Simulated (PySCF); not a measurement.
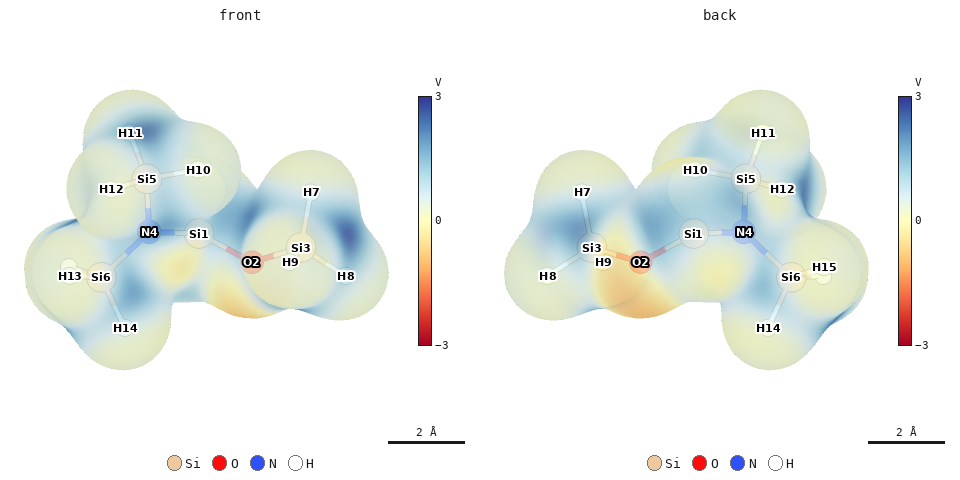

Figure. H₉NOSi₄ (triplet). The molecular electrostatic potential painted on the density surface at 0.004 e/bohr³, seen from the front and from behind; the colour scale runs from red (negative) to blue (positive).

Geometry: PBE0-D3(BJ)/def2-SVP.

Method: UKS B3LYP, IGLO-III on N O Si, pcH-1 on H, non-relativistic, mean-field spin-orbit, GIAO in PySCF.

```xyz
15

Si   -1.4540    0.2452    0.1393
O    -1.5694   -1.3968    0.4053
Si   -1.2285   -2.7697   -0.4866
N     0.1227    1.0056    0.2411
Si    1.0209    1.1195   -1.2726
Si    0.5521    1.8002    1.7572
H    -1.4808   -2.5167   -1.9374
H    -2.1059   -3.8683    0.0038
H     0.2030   -3.1467   -0.2950
H     0.9641   -0.2016   -1.9677
H     0.4638    2.1640   -2.1840
H     2.4398    1.4666   -0.9530
H     2.0152    2.1070    1.7239
H     0.2425    0.8870    2.8951
H    -0.1969    3.0794    1.9454
```

Where is the surface potential most negative and most positive?

The most negative region (about −0.9 V) lies over O2, the most positive (about +2.4 V) over Si3, Si5 and Si6.
